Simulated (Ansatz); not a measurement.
# AlGaH (quartet): wB97M-V, B2PLYP over a scan of the distance Al1–H3, 6-31G, part 2 of 2

Ansatz 0.2.0, Gaussian basis; 6-31G, all electrons in the functionals, frozen cores in the correlation of double hybrids and RPA.

**12. B2PLYP, 1.292 Å**

Contents of in.yaml:

```yaml
crystal:
  periodic: [false, false, false]
  atoms:
    - {symbol: Al, position_ang: [0.000000, 0.000000, 0.350533]}
    - {symbol: Ga, position_ang: [0.000000, 0.000000, -1.993067]}
    - {symbol: H, position_ang: [0.000000, 0.000000, 1.642533]}
basis:
  gaussian: {orbitals: 6-31G}
magnetization: {spin_polarized: true, initial_magnetization: 3}
hamiltonian: {xc: {name: B2PLYP}}
correlation: {electrons: outside_noble_gas}
```

Run with:

```bash
> ansatz run in.yaml --threads 1 --pin off --events-out ev --progress --plain --max-ram 2393MiB
```

The program printed (excerpt; [...] marks lines left out):

```text
Functional definition: B2PLYP
  name "B2PLYP"
  cite "Grimme, J. Chem. Phys. 124, 034108 (2006) doi:10.1063/1.2148954"
  cite "Becke, Phys. Rev. A 38, 3098 (1988) doi:10.1103/PhysRevA.38.3098"
  cite "Lee, Yang & Parr, Phys. Rev. B 37, 785 (1988) doi:10.1103/PhysRevB.37.785"
[...]
420 factors; integrals over basis functions are off by at most 1.6e-4 eV
[...]
mean field -58962.10266683 eV, -2166.8173070573 hartree, gradient 2.7e-6 eV, S^2 3.757348; 2 other end points of the search recorded, 0 dependent functions left out
19 core orbitals not correlated: weight in the atoms' cores, before any rotation towards them, 0.995 or more for the frozen orbitals, at most 0.001 for the correlated occupied ones
reference -58962.10279054 eV, -2166.8173116036 hartree; 5, 2 occupied and 20, 23 virtual orbitals, 420 factors
second order -1.78620947 eV of doubles, -0.00000000 eV of singles
Total energy: -58962.58506710 eV, -2166.8350349402 hartree
```

Wall time 7.5 s (1 thread of Intel Xeon at 2.50GHz, shared host).

From the report: ⟨S²⟩ of the determinant 3.757 (pure quartet: 3.75).

**13. B2PLYP, 1.390 Å**

Contents of in.yaml:

```yaml
crystal:
  periodic: [false, false, false]
  atoms:
    - {symbol: Al, position_ang: [0.000000, 0.000000, 0.317867]}
    - {symbol: Ga, position_ang: [0.000000, 0.000000, -2.025733]}
    - {symbol: H, position_ang: [0.000000, 0.000000, 1.707867]}
basis:
  gaussian: {orbitals: 6-31G}
magnetization: {spin_polarized: true, initial_magnetization: 3}
hamiltonian: {xc: {name: B2PLYP}}
correlation: {electrons: outside_noble_gas}
```

Launched as before.

The program printed (excerpt; [...] marks lines left out):

```text
Functional definition: B2PLYP
  name "B2PLYP"
  cite "Grimme, J. Chem. Phys. 124, 034108 (2006) doi:10.1063/1.2148954"
  cite "Becke, Phys. Rev. A 38, 3098 (1988) doi:10.1103/PhysRevA.38.3098"
  cite "Lee, Yang & Parr, Phys. Rev. B 37, 785 (1988) doi:10.1103/PhysRevB.37.785"
[...]
420 factors; integrals over basis functions are off by at most 1.2e-4 eV
[...]
mean field -58962.64494503 eV, -2166.8372354137 hartree, gradient 3.1e-6 eV, S^2 3.757412; 2 other end points of the search recorded, 0 dependent functions left out
19 core orbitals not correlated: weight in the atoms' cores, before any rotation towards them, 0.995 or more for the frozen orbitals, at most 0.001 for the correlated occupied ones
reference -58962.64506850 eV, -2166.8372399509 hartree; 5, 2 occupied and 20, 23 virtual orbitals, 420 factors
second order -1.81127809 eV of doubles, -0.00000000 eV of singles
Total energy: -58963.13411358 eV, -2166.8552120263 hartree
```

Wall time 7.5 s (1 thread of Intel Xeon at 2.50GHz, shared host).

From the report: ⟨S²⟩ of the determinant 3.757 (pure quartet: 3.75).

**14. B2PLYP, 1.582 Å**

Contents of in.yaml:

```yaml
crystal:
  periodic: [false, false, false]
  atoms:
    - {symbol: Al, position_ang: [0.000000, 0.000000, 0.253900]}
    - {symbol: Ga, position_ang: [0.000000, 0.000000, -2.089700]}
    - {symbol: H, position_ang: [0.000000, 0.000000, 1.835800]}
basis:
  gaussian: {orbitals: 6-31G}
magnetization: {spin_polarized: true, initial_magnetization: 3}
hamiltonian: {xc: {name: B2PLYP}}
correlation: {electrons: outside_noble_gas}
```

Same command.

The program printed (excerpt; [...] marks lines left out):

```text
Functional definition: B2PLYP
  name "B2PLYP"
  cite "Grimme, J. Chem. Phys. 124, 034108 (2006) doi:10.1063/1.2148954"
  cite "Becke, Phys. Rev. A 38, 3098 (1988) doi:10.1103/PhysRevA.38.3098"
  cite "Lee, Yang & Parr, Phys. Rev. B 37, 785 (1988) doi:10.1103/PhysRevB.37.785"
[...]
420 factors; integrals over basis functions are off by at most 1.4e-4 eV
[...]
mean field -58962.98623856 eV, -2166.8497777195 hartree, gradient 6.8e-6 eV, S^2 3.757812; 2 other end points of the search recorded, 0 dependent functions left out
19 core orbitals not correlated: weight in the atoms' cores, before any rotation towards them, 0.996 or more for the frozen orbitals, at most 0.001 for the correlated occupied ones
reference -58962.98636369 eV, -2166.8497823181 hartree; 5, 2 occupied and 20, 23 virtual orbitals, 420 factors
second order -1.88209788 eV of doubles, -0.00000000 eV of singles
Total energy: -58963.49453012 eV, -2166.8684570899 hartree
```

Run time: 8 s. Hardware: 1 thread of Intel Xeon at 2.50GHz, shared host.

From the report: ⟨S²⟩ of the determinant 3.758 (pure quartet: 3.75).

**15. B2PLYP, 1.764 Å**

Contents of in.yaml:

```yaml
crystal:
  periodic: [false, false, false]
  atoms:
    - {symbol: Al, position_ang: [0.000000, 0.000000, 0.193200]}
    - {symbol: Ga, position_ang: [0.000000, 0.000000, -2.150400]}
    - {symbol: H, position_ang: [0.000000, 0.000000, 1.957200]}
basis:
  gaussian: {orbitals: 6-31G}
magnetization: {spin_polarized: true, initial_magnetization: 3}
hamiltonian: {xc: {name: B2PLYP}}
correlation: {electrons: outside_noble_gas}
```

Launched as before.

The program printed (excerpt; [...] marks lines left out):

```text
Functional definition: B2PLYP
  name "B2PLYP"
  cite "Grimme, J. Chem. Phys. 124, 034108 (2006) doi:10.1063/1.2148954"
  cite "Becke, Phys. Rev. A 38, 3098 (1988) doi:10.1103/PhysRevA.38.3098"
  cite "Lee, Yang & Parr, Phys. Rev. B 37, 785 (1988) doi:10.1103/PhysRevB.37.785"
[...]
420 factors; integrals over basis functions are off by at most 1.4e-4 eV
[...]
mean field -58962.82246085 eV, -2166.8437589998 hartree, gradient 2.6e-6 eV, S^2 3.759527; 2 other end points of the search recorded, 0 dependent functions left out
19 core orbitals not correlated: weight in the atoms' cores, before any rotation towards them, 0.996 or more for the frozen orbitals, at most 0.001 for the correlated occupied ones
reference -58962.82258843 eV, -2166.8437636881 hartree; 5, 2 occupied and 20, 23 virtual orbitals, 420 factors
second order -1.97216462 eV of doubles, -0.00000000 eV of singles
Total energy: -58963.35507287 eV, -2166.8633321306 hartree
```

Wall time 9 s (1 thread of Intel Xeon at 2.50GHz, shared host).

From the report: ⟨S²⟩ of the determinant 3.760 (pure quartet: 3.75).

From 1.582 Å: +0.139 eV.

**16. B2PLYP, 1.935 Å**

Contents of in.yaml:

```yaml
crystal:
  periodic: [false, false, false]
  atoms:
    - {symbol: Al, position_ang: [0.000000, 0.000000, 0.136200]}
    - {symbol: Ga, position_ang: [0.000000, 0.000000, -2.207400]}
    - {symbol: H, position_ang: [0.000000, 0.000000, 2.071200]}
basis:
  gaussian: {orbitals: 6-31G}
magnetization: {spin_polarized: true, initial_magnetization: 3}
hamiltonian: {xc: {name: B2PLYP}}
correlation: {electrons: outside_noble_gas}
```

Same command.

The program printed (excerpt; [...] marks lines left out):

```text
Functional definition: B2PLYP
  name "B2PLYP"
  cite "Grimme, J. Chem. Phys. 124, 034108 (2006) doi:10.1063/1.2148954"
  cite "Becke, Phys. Rev. A 38, 3098 (1988) doi:10.1103/PhysRevA.38.3098"
  cite "Lee, Yang & Parr, Phys. Rev. B 37, 785 (1988) doi:10.1103/PhysRevB.37.785"
[...]
420 factors; integrals over basis functions are off by at most 1.5e-4 eV
[...]
mean field -58962.47482179 eV, -2166.8309834997 hartree, gradient 4.0e-6 eV, S^2 3.766574; 2 other end points of the search recorded, 0 dependent functions left out
19 core orbitals not correlated: weight in the atoms' cores, before any rotation towards them, 0.996 or more for the frozen orbitals, at most 0.001 for the correlated occupied ones
reference -58962.47494897 eV, -2166.8309881738 hartree; 5, 2 occupied and 20, 23 virtual orbitals, 420 factors
second order -2.06629409 eV of doubles, -0.00000000 eV of singles
Total energy: -58963.03284838 eV, -2166.8514905988 hartree
```

Run time: 9.5 s. Hardware: 1 thread of Intel Xeon at 2.50GHz, shared host.

From the report: ⟨S²⟩ of the determinant 3.767 (pure quartet: 3.75).

From 1.582 Å: +0.462 eV.

**17. B2PLYP, 2.227 Å**

Contents of in.yaml:

```yaml
crystal:
  periodic: [false, false, false]
  atoms:
    - {symbol: Al, position_ang: [0.000000, 0.000000, 0.038867]}
    - {symbol: Ga, position_ang: [0.000000, 0.000000, -2.304733]}
    - {symbol: H, position_ang: [0.000000, 0.000000, 2.265867]}
basis:
  gaussian: {orbitals: 6-31G}
magnetization: {spin_polarized: true, initial_magnetization: 3}
hamiltonian: {xc: {name: B2PLYP}}
correlation: {electrons: outside_noble_gas}
```

Launched as before.

The program printed (excerpt; [...] marks lines left out):

```text
Functional definition: B2PLYP
  name "B2PLYP"
  cite "Grimme, J. Chem. Phys. 124, 034108 (2006) doi:10.1063/1.2148954"
  cite "Becke, Phys. Rev. A 38, 3098 (1988) doi:10.1103/PhysRevA.38.3098"
  cite "Lee, Yang & Parr, Phys. Rev. B 37, 785 (1988) doi:10.1103/PhysRevB.37.785"
[...]
420 factors; integrals over basis functions are off by at most 1.6e-4 eV
[...]
mean field -58961.81849919 eV, -2166.8068640893 hartree, gradient 3.3e-6 eV, S^2 3.825416; 2 other end points of the search recorded, 0 dependent functions left out
19 core orbitals not correlated: weight in the atoms' cores, before any rotation towards them, 0.996 or more for the frozen orbitals, at most 0.001 for the correlated occupied ones
reference -58961.81862508 eV, -2166.8068687156 hartree; 5, 2 occupied and 20, 23 virtual orbitals, 420 factors
second order -2.13727221 eV of doubles, -0.00000000 eV of singles
Total energy: -58962.39568858 eV, -2166.8280754080 hartree
```

Wall time 8.1 s (1 thread of Intel Xeon at 2.50GHz, shared host).

From the report: ⟨S²⟩ of the determinant 3.825 (pure quartet: 3.75).

From 1.582 Å: +1.099 eV.

**18. B2PLYP, 2.544 Å**

Contents of in.yaml:

```yaml
crystal:
  periodic: [false, false, false]
  atoms:
    - {symbol: Al, position_ang: [0.000000, 0.000000, -0.066800]}
    - {symbol: Ga, position_ang: [0.000000, 0.000000, -2.410400]}
    - {symbol: H, position_ang: [0.000000, 0.000000, 2.477200]}
basis:
  gaussian: {orbitals: 6-31G}
magnetization: {spin_polarized: true, initial_magnetization: 3}
hamiltonian: {xc: {name: B2PLYP}}
correlation: {electrons: outside_noble_gas}
```

Launched as before.

The program printed (excerpt; [...] marks lines left out):

```text
Functional definition: B2PLYP
  name "B2PLYP"
  cite "Grimme, J. Chem. Phys. 124, 034108 (2006) doi:10.1063/1.2148954"
  cite "Becke, Phys. Rev. A 38, 3098 (1988) doi:10.1103/PhysRevA.38.3098"
  cite "Lee, Yang & Parr, Phys. Rev. B 37, 785 (1988) doi:10.1103/PhysRevB.37.785"
[...]
420 factors; integrals over basis functions are off by at most 1.6e-4 eV
[...]
mean field -58961.36853448 eV, -2166.7903281910 hartree, gradient 5.3e-6 eV, S^2 3.865064; 6 other end points of the search recorded, 0 dependent functions left out
19 core orbitals not correlated: weight in the atoms' cores, before any rotation towards them, 0.996 or more for the frozen orbitals, at most 0.001 for the correlated occupied ones
reference -58961.36865924 eV, -2166.7903327759 hartree; 5, 2 occupied and 20, 23 virtual orbitals, 420 factors
second order -2.13289314 eV of doubles, -0.00000000 eV of singles
Total energy: -58961.94454038 eV, -2166.8114960177 hartree
```

Wall time 11 s (1 thread of Intel Xeon at 2.50GHz, shared host).

From the report: ⟨S²⟩ of the determinant 3.865 (pure quartet: 3.75).

From 1.582 Å: +1.550 eV.

**19. B2PLYP, 2.900 Å**

Contents of in.yaml:

```yaml
crystal:
  periodic: [false, false, false]
  atoms:
    - {symbol: Al, position_ang: [0.000000, 0.000000, -0.185467]}
    - {symbol: Ga, position_ang: [0.000000, 0.000000, -2.529067]}
    - {symbol: H, position_ang: [0.000000, 0.000000, 2.714533]}
basis:
  gaussian: {orbitals: 6-31G}
magnetization: {spin_polarized: true, initial_magnetization: 3}
hamiltonian: {xc: {name: B2PLYP}}
correlation: {electrons: outside_noble_gas}
```

Same command.

The program printed (excerpt; [...] marks lines left out):

```text
Functional definition: B2PLYP
  name "B2PLYP"
  cite "Grimme, J. Chem. Phys. 124, 034108 (2006) doi:10.1063/1.2148954"
  cite "Becke, Phys. Rev. A 38, 3098 (1988) doi:10.1103/PhysRevA.38.3098"
  cite "Lee, Yang & Parr, Phys. Rev. B 37, 785 (1988) doi:10.1103/PhysRevB.37.785"
[...]
420 factors; integrals over basis functions are off by at most 1.6e-4 eV
[...]
mean field -58961.16561180 eV, -2166.7828709202 hartree, gradient 2.8e-6 eV, S^2 3.815395; 6 other end points of the search recorded, 0 dependent functions left out
19 core orbitals not correlated: weight in the atoms' cores, before any rotation towards them, 0.996 or more for the frozen orbitals, at most 0.001 for the correlated occupied ones
reference -58961.16574129 eV, -2166.7828756790 hartree; 5, 2 occupied and 20, 23 virtual orbitals, 420 factors
second order -2.21547140 eV of doubles, -0.00000000 eV of singles
Total energy: -58961.76391857 eV, -2166.8048582885 hartree
```

Run time: 11 s. Hardware: 1 thread of Intel Xeon at 2.50GHz, shared host.

From the report: ⟨S²⟩ of the determinant 3.815 (pure quartet: 3.75).

From 1.582 Å: +1.731 eV.

**20. B2PLYP, 3.562 Å**

Contents of in.yaml:

```yaml
crystal:
  periodic: [false, false, false]
  atoms:
    - {symbol: Al, position_ang: [0.000000, 0.000000, -0.406133]}
    - {symbol: Ga, position_ang: [0.000000, 0.000000, -2.749733]}
    - {symbol: H, position_ang: [0.000000, 0.000000, 3.155867]}
basis:
  gaussian: {orbitals: 6-31G}
magnetization: {spin_polarized: true, initial_magnetization: 3}
hamiltonian: {xc: {name: B2PLYP}}
correlation: {electrons: outside_noble_gas}
```

Same command.

The program printed (excerpt; [...] marks lines left out):

```text
Functional definition: B2PLYP
  name "B2PLYP"
  cite "Grimme, J. Chem. Phys. 124, 034108 (2006) doi:10.1063/1.2148954"
  cite "Becke, Phys. Rev. A 38, 3098 (1988) doi:10.1103/PhysRevA.38.3098"
  cite "Lee, Yang & Parr, Phys. Rev. B 37, 785 (1988) doi:10.1103/PhysRevB.37.785"
[...]
422 factors; integrals over basis functions are off by at most 2.8e-4 eV
[...]
mean field -58961.08398992 eV, -2166.7798713713 hartree, gradient 8.3e-8 eV, S^2 3.758800; 6 other end points of the search recorded, 0 dependent functions left out
19 core orbitals not correlated: weight in the atoms' cores, before any rotation towards them, 0.996 or more for the frozen orbitals, at most 0.001 for the correlated occupied ones
reference -58961.08412601 eV, -2166.7798763725 hartree; 5, 2 occupied and 20, 23 virtual orbitals, 422 factors
second order -2.29713043 eV of doubles, -0.00000000 eV of singles
Total energy: -58961.70435122 eV, -2166.8026692288 hartree
```

It took 30 s on 1 thread of Intel Xeon at 2.50GHz, shared host.

From the report: ⟨S²⟩ of the determinant 3.759 (pure quartet: 3.75).

From 1.582 Å: +1.790 eV.

**21. B2PLYP, 4.347 Å**

Contents of in.yaml:

```yaml
crystal:
  periodic: [false, false, false]
  atoms:
    - {symbol: Al, position_ang: [0.000000, 0.000000, -0.667800]}
    - {symbol: Ga, position_ang: [0.000000, 0.000000, -3.011400]}
    - {symbol: H, position_ang: [0.000000, 0.000000, 3.679200]}
basis:
  gaussian: {orbitals: 6-31G}
magnetization: {spin_polarized: true, initial_magnetization: 3}
hamiltonian: {xc: {name: B2PLYP}}
correlation: {electrons: outside_noble_gas}
```

Same command.

The program printed (excerpt; [...] marks lines left out):

```text
Functional definition: B2PLYP
  name "B2PLYP"
  cite "Grimme, J. Chem. Phys. 124, 034108 (2006) doi:10.1063/1.2148954"
  cite "Becke, Phys. Rev. A 38, 3098 (1988) doi:10.1103/PhysRevA.38.3098"
  cite "Lee, Yang & Parr, Phys. Rev. B 37, 785 (1988) doi:10.1103/PhysRevB.37.785"
[...]
423 factors; integrals over basis functions are off by at most 1.6e-4 eV
[...]
mean field -58961.06927215 eV, -2166.7793305032 hartree, gradient 1.1e-7 eV, S^2 3.753863; 6 other end points of the search recorded, 0 dependent functions left out
19 core orbitals not correlated: weight in the atoms' cores, before any rotation towards them, 0.996 or more for the frozen orbitals, at most 0.001 for the correlated occupied ones
reference -58961.06941937 eV, -2166.7793359135 hartree; 5, 2 occupied and 20, 23 virtual orbitals, 423 factors
second order -2.30279481 eV of doubles, -0.00000000 eV of singles
Total energy: -58961.69117397 eV, -2166.8021849735 hartree
```

Run time: 19 s. Hardware: 1 thread of Intel Xeon at 2.50GHz, shared host.

From the report: ⟨S²⟩ of the determinant 3.754 (pure quartet: 3.75).

From 1.582 Å: +1.803 eV.

**22. The comparison**

The yardstick is full CI for this spin, exact in this basis with these frozen cores. It comes from earlier runs at the same points. Energies in eV, counted from 1.582 Å; blanks weren't run or aren't comparable.

```tsv
level	1.292 Å	1.390 Å	1.582 Å	1.764 Å	1.935 Å	2.227 Å	2.544 Å	2.900 Å	3.562 Å	4.347 Å
FCI	1.001	0.421	0.000	0.081	0.348	0.901	1.359	1.571	1.618	
wB97M-V	0.875	0.338	0.000	0.160	0.501	1.169	1.661	1.838	1.893	1.905
B2PLYP	0.909	0.360	0.000	0.139	0.462	1.099	1.550	1.731	1.790	1.803
```

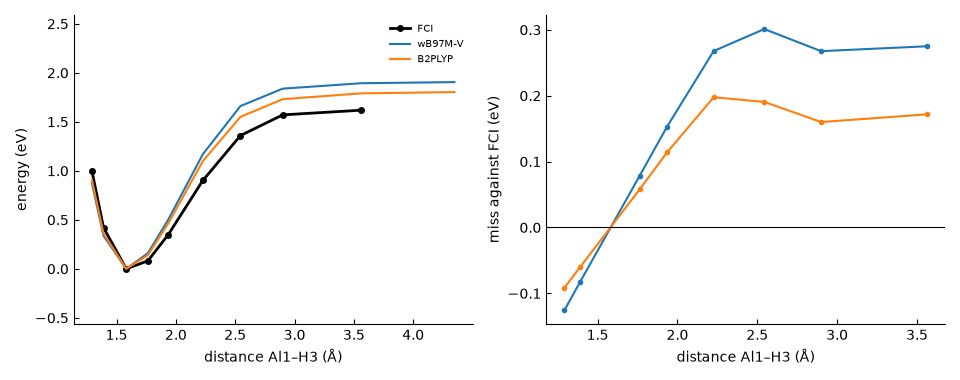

Left: the curves (the axis may cut off levels that run far away). Right: misses against FCI, in the same colours.

Largest miss and mean time a point (FCI took 6.5 min a point; shared hosts):

```tsv
level	largest miss (eV)	where	time a point
wB97M-V	+0.301	2.544 Å	28 s
B2PLYP	+0.198	2.227 Å	12 s
```

**23. What came out**

What follows sums up all 2 parts.

```
                                        quantity                value
span of the FCI curve (points where it is known)             1.618 eV
                           largest miss, wB97M-V  +0.301 eV (2.544 Å)
                            largest miss, B2PLYP  +0.198 eV (2.227 Å)
```

Misses are known at 8 of 10 points at best, and only functionals with that many are ranked. Of the functionals, B2PLYP keep the smallest largest miss at the points compared (at most 0.198 eV) and wB97M-V strays most (0.301 eV, at 2.544 Å). Functionals and the yardstick converge differently with the basis, so part of each miss in 6-31G is the basis.
